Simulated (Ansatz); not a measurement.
**What x(Sc) = 0.5, 4 atoms, Pmmn does to Ca**

Base system: Ca in the fcc (Cu type) structure (space group Fm-3m, No. 225; a = 5.5686 Å).

The other end (x = 1) is Sc in the fcc (Cu type) structure (space group Fm-3m, No. 225; a model cell): 25.14 Å³/atom, gap zero; this end may not be an ambient phase.

It is then changed as follows: Sc replaces 50.0 % of the Ca, ordered in a cell of 4 atoms (starting symmetry Pmmn) and fully relaxed.

Level of theory: Ansatz (a program for electronic structure) r2SCAN, scalar-relativistic without spin-orbit coupling, earlier PAW set. Settings: 13×13×5 k-points, 0.05 eV Fermi–Dirac smearing, for the changed cell.

```json
[
 {"quantity": "volume per atom", "base": "43.17 Å³", "changed": "32.82 Å³", "shift": "-10.345 Å³"},
 {"quantity": "density", "base": "1.54 g/cm³", "changed": "2.15 g/cm³", "shift": "+0.61 g/cm³"},
 {"quantity": "shortest interatomic distance", "base": "3.938 Å", "changed": "3.121 Å", "shift": "-0.817 Å"},
 {"quantity": "band gap", "base": "zero", "changed": "zero", "shift": "–"},
 {"quantity": "deviation of the volume from the linear (Vegard-type) interpolation", "base": "–", "changed": "-3.9 %", "shift": "–"}
]
```

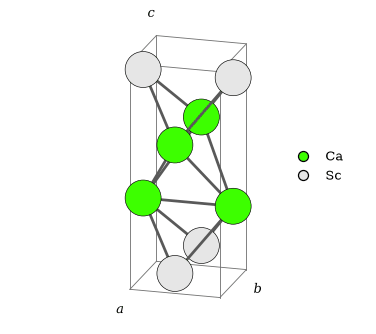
*The relaxed conventional cell after the change*

Each cell is one ordered arrangement of few atoms, which overstates ordering effects compared with a random alloy. Stability against distortions was not tested. All final runs are without spin polarisation. CaSc has a high density of states at the Fermi level and may be magnetic at this level. Under x(Sc) = 0.5, 4 atoms, Pmmn the cell changed shape so far that it is another structure. This is not the structure that Sc has at room temperature and ambient pressure.
